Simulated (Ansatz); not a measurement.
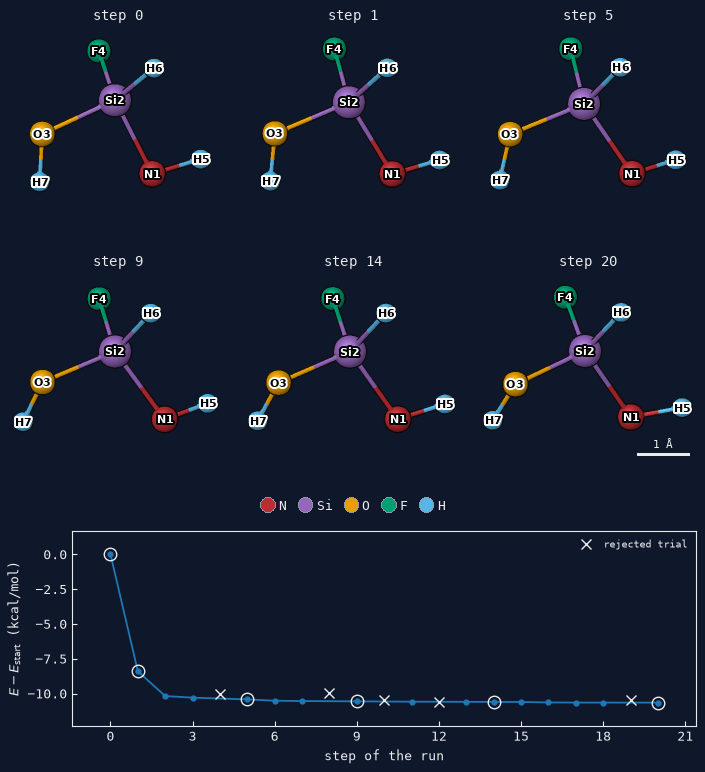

Frames of a relaxation of SiNH₃OF (multiplicity 2), marked on the history of the run. The picture is a ball-and-stick view, seen at a tilt.

The run prepares the start of a later molecular dynamics calculation, from a guessed geometry.

These are results of UKS PBE0/def2-SVP (Ansatz), not measurements.

Input file:
```yaml
crystal:
  periodic: [false, false, false]
  atoms:
    - { symbol: "N", position_ang: [-0.3206, 0.7753, -0.9705] }
    - { symbol: Si, position_ang: [-0.1146, -0.162, 0.4347] }
    - { symbol: O, position_ang: [1.4111, -0.6372, 0.1488] }
    - { symbol: F, position_ang: [-0.9995, -1.4198, 0.3722] }
    - { symbol: H, position_ang: [-1.3501, 1.1024, -0.9826] }
    - { symbol: H, position_ang: [-0.2583, 0.6282, 1.6869] }
    - { symbol: H, position_ang: [1.6933, -0.3548, -0.7352] }
magnetization:
  spin_polarized: true
  initial_magnetization: 1
basis:
  gaussian: { orbitals: def2-SVP }
hamiltonian:
  xc: pbe0
relax:
  f_tol: 0.02
  max_steps: 40
```

Run as
```bash
ansatz run input.yaml --threads 2 --pin off --max-ram 3072MiB --backend cpu --events-out ev --progress --plain --runs-dir out
```

**Describe the path.**

H7 moves most after the best rigid fit: 0.36 Å. Largest moves by element: H 0.36 Å, N 0.28 Å, O 0.23 Å, Si 0.09 Å, F 0.07 Å. Near-neighbour distances that change, for instance: Si2–F4 1.539 → 1.621 Å, N1–H5 1.080 → 1.027 Å, N1–Si2 1.702 → 1.754 Å, Si2–O3 1.623 → 1.640 Å. Among the angles between lasting bonds that change: N1–Si2–O3 97.4° → 108.6°, Si2–N1–H5 106.9° → 115.3°, O3–Si2–H6 113.2° → 106.9°. Groups turn about Si2–O3 by about 35°, N1–Si2 by about 25°. The energy falls by 10.6 kcal/mol in 15 accepted moves (20 points after the start). The largest force component goes from 3 to 0.013 eV/Å. The line search rejected the trial steps at points 4, 8, 10, 12, 19 of the run. The run took 83 s on 2 threads of Arm Neoverse N1 (shared host), peak memory 0.18 GiB. From step 0 to 1: N1 moves most (0.11 Å), energy −8.40 kcal/mol. From step 1 to 5: H7 moves most (0.11 Å), energy −2.01 kcal/mol. From step 5 to 9: H7 moves most (0.17 Å), energy −0.14 kcal/mol. From step 9 to 14: N and H atoms move most (0.08 Å), energy −0.04 kcal/mol. From step 14 to 20: H5 moves most (0.14 Å), energy −0.05 kcal/mol.
